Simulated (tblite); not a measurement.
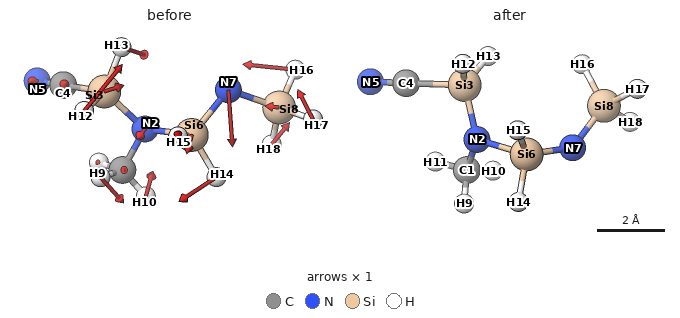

The structure of C$_{2}$H$_{10}$N$_{3}$Si$_{3}$ (charge −1) before (left) and after (right) a relaxation, at one scale. The red arrows give the displacements, at their true length.

A ball-and-stick model, seen face on.

Level of theory: tblite, GFN2-xTB geometry optimisation, gas phase. 

What changed between the two?

After 198 geometry steps the energy has fallen by 1.524 eV. The largest move after the best rigid fit is that of H12, 1.84 Å. Largest moves by element: H 1.84 Å, N 1.75 Å, Si 0.72 Å, C 0.42 Å. Near-neighbour distances that change, for instance: Si6–N7 1.790 → 1.656 Å, N7–Si8 1.794 → 1.675 Å, N2–Si3 1.787 → 1.689 Å, Si3–C4 1.836 → 1.880 Å. Among the angles between lasting bonds that change: Si6–N7–Si8 112.9° → 138.1°, C1–N2–Si3 106.8° → 120.0°, N7–Si8–H16 106.7° → 119.5°. Groups turn about N7–Si8 by about 170°.
